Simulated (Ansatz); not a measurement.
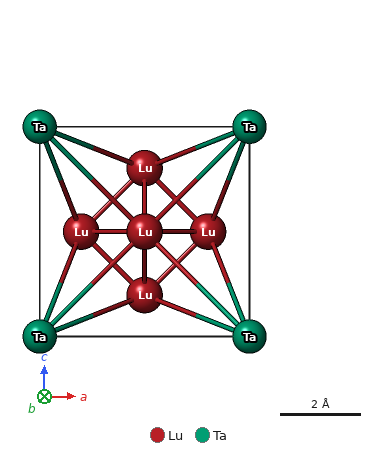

Starting structure of solid Lu$_{6}$Ta (a generated structure, set up in Pm-3m) (coarse preliminary run). Style: ball-and-stick. Shown: the cell of the calculation, along the b axis.

All numbers below come from Ansatz 0.2.0, DFT PBE, scalar-relativistic, plane waves, PAW.

Input
```yaml
crystal:
  lattice:
    - [5.27555053, 0.0, 0.0]
    - [0.0, 5.27555053, 0.0]
    - [0.0, 0.0, 5.27555053]
  atoms:
    - { symbol: Lu, position: [0.19750001, 0.5, 0.5] }
    - { symbol: Lu, position: [0.5, 0.19750001, 0.5] }
    - { symbol: Lu, position: [0.80249999, 0.5, 0.5] }
    - { symbol: Lu, position: [0.5, 0.80249999, 0.5] }
    - { symbol: Lu, position: [0.5, 0.5, 0.19750001] }
    - { symbol: Lu, position: [0.5, 0.5, 0.80249999] }
    - { symbol: Ta, position: [0.0, 0.0, 0.0] }
basis:
  ecutwfc: 420
kpoints:
  mp_grid: { grid: [4, 4, 4] }
hamiltonian:
  xc: pbe
scf:
  occupations: { method: gaussian, width: 0.1 }
  lower_state_search: "off"
output:
  forces: true
  stress: true
  eigenvalues: true
relax:
  adjacent_minimum: "off"
  f_tol: 0.04
  max_steps: 70
  cell: { stress_tol: 0.4 }
```

Run as
```bash
ansatz run input.yaml --threads 1 --pin off --max-ram 2560MiB --backend cpu --events-out ev --progress --plain --runs-dir out
```

Question: What does the optimiser find from here?

Answer: The largest moves relative to the cell, 0.044 Å, are those of Lu1, Lu2, Lu3, Lu4, Lu5 and Lu6. Lu3 goes along −a. Ta stays in place. Cell: a = b = c 5.276 → 7.457 Å (+41.4 %). Volume +182.4 %. Some distances before and after: Lu1–Ta7 3.873 → 5.487 Å, Lu1–Lu3 3.192 → 4.424 Å, Lu1–Lu3 (another image) 2.084 → 3.033 Å, Lu1–Lu2 2.257 → 3.128 Å. Bonds break, among them: Lu1–Ta7 (3.87 → 5.49 Å), Lu2–Ta7 (3.87 → 5.49 Å), Lu3–Ta7 (3.87 → 5.49 Å), Lu4–Ta7 (3.87 → 5.49 Å). The space group stays Pm-3m (No. 221). After 13 accepted moves (15 points after the start) the energy has fallen by 23.823 eV per cell of the calculation. Largest force component: 8.1 eV/Å at the start, 0.0097 eV/Å at the end. The pressure goes from 74.80 to 0.27 GPa. The SCF was repeated twice at an unchanged geometry on a basis and grid sized afresh for the cell, which shifted the energy by 1.020 eV per cell of the calculation at most.

Step by step:

```
step  E − E(0), meV/atom  largest force component, eV/Å  pressure, GPa  volume, Å³/atom                      note
   0                0.00                         8.1273          74.80           20.975                          
   1            -1337.61                         1.7866          43.71           24.258                          
   2            -2099.44                         1.4577          26.72           27.798                          
   3            -2614.61                         0.1991          16.13           31.665                          
   4            -2907.14                         0.6513           6.74           35.876                          
   5            -2964.82                         0.8034          -1.87           39.596                          
   6            -2973.89                         0.3364           0.26           38.794                          
   7            -2975.08                         0.0158           0.04           38.939                          
   8            -3120.79                         0.0360           6.48           38.939  same geometry, new basis
   9            -3213.23                         0.1029           4.52           41.650                          
  10            -3315.24                         0.1835           2.16           46.686                          
  11            -3370.34                         0.1971           0.99           52.114                          
  12            -3392.57                         0.0468           0.19           58.101                          
  13            -3392.71                         0.0401          -0.06           59.349                          
  14            -3392.79                         0.0144           0.00           59.238                          
  15            -3403.22                         0.0097           0.27           59.238  same geometry, new basis
```

The structure at the end:

```
CELL_PARAMETERS angstrom
7.45704 0.00000 0.00000
0.00000 7.45704 0.00000
0.00000 0.00000 7.45704
ATOMIC_POSITIONS crystal
Lu 0.20336 0.50000 0.50000
Lu 0.50000 0.20336 0.50000
Lu 0.79664 0.50000 0.50000
Lu 0.50000 0.79664 0.50000
Lu 0.50000 0.50000 0.20336
Lu 0.50000 0.50000 0.79664
Ta 0.00000 0.00000 0.00000
```

The end point in the same view:

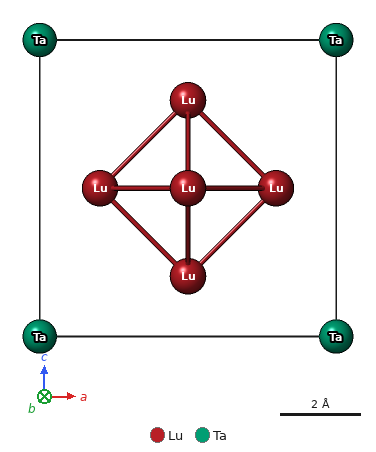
